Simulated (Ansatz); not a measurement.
**Fields on a plane of CrCuO2 (delafossite type, space group R-3m)**

```xyz
4
Lattice="1.4819 0.8556 5.6401 -1.4819 0.8556 5.6401 0.0000 -1.7111 5.6401" Properties=species:S:1:pos:R:3 pbc="T T T"
Cu     0.0000     0.0000     0.0000
Cr     0.0000     0.0000     8.4602
O      0.0000     0.0000     1.8295
O      0.0000     0.0000    15.0910
```

The slice is a (1 -1 0 2) plane (indices of the conventional cell) through the point (0.108, 0.108, 0.108) (fractional), spanned by u = [1 0 -1] and v = [010] in vectors of this cell: u (2.96 Å) and v (5.89 Å, at 90° to u). It covers one period; positions are fractions (u, v).

Atoms on it: O at (0.00, 0.00). Other atoms lie within 1 Å of the plane.

These are PBEsol (plane waves to 420 eV, PAW, scalar-relativistic; Ansatz, a first-principles code) values and carry that method's errors. k mesh 13×13×13. These are valence fields of a PAW run, semicore shells included where kept as valence: close to a nucleus they are smooth pseudo fields. CrCuO2 is run spin-polarised and with no Hubbard U. CrCuO2 was relaxed with its symmetry unable to fall. Relaxed CrCuO2 ends ferromagnetic. Other magnetic orders were not checked, so this need not be the ground state.

| v \ u | 0.00 | 0.14 | 0.29 | 0.43 | 0.57 | 0.71 | 0.86 |
|---|---|---|---|---|---|---|---|
| 0.93 | 0.74 | 0.80 | 0.59 | 0.09 | 0.09 | 0.59 | 0.80 |
| 0.86 | 0.45 | 0.36 | 0.18 | 0.06 | 0.06 | 0.18 | 0.36 |
| 0.79 | 0.16 | 0.15 | 0.13 | 0.10 | 0.10 | 0.13 | 0.15 |
| 0.71 | 0.33 | 0.24 | 0.18 | 0.15 | 0.15 | 0.18 | 0.24 |
| 0.64 | 0.25 | 0.21 | 0.17 | 0.15 | 0.15 | 0.17 | 0.21 |
| 0.57 | 0.15 | 0.14 | 0.13 | 0.11 | 0.11 | 0.13 | 0.14 |
| 0.50 | 0.17 | 0.14 | 0.09 | 0.06 | 0.06 | 0.09 | 0.14 |
| 0.43 | 0.40 | 0.28 | 0.09 | 0.04 | 0.04 | 0.09 | 0.28 |
| 0.36 | 0.41 | 0.25 | 0.05 | 0.02 | 0.02 | 0.05 | 0.25 |
| 0.29 | 0.15 | 0.07 | 0.04 | 0.36 | 0.36 | 0.04 | 0.07 |
| 0.21 | 0.12 | 0.05 | 0.13 | 0.79 | 0.79 | 0.13 | 0.05 |
| 0.14 | 0.67 | 0.50 | 0.10 | 0.56 | 0.56 | 0.10 | 0.50 |
| 0.07 | 0.73 | 0.83 | 0.45 | 0.05 | 0.05 | 0.45 | 0.83 |
| 0.00 | x | 0.76 | 0.75 | 0.11 | 0.11 | 0.75 | 0.76 |

Values: ELF of the down spins. Points within 0.4 Å of a nucleus are blanked (x), as the pseudised field means little there.

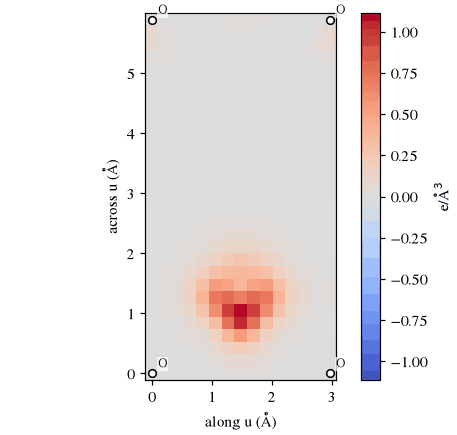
*Spin density, up minus down in e/Å³, one period of the plane, atoms marked. *
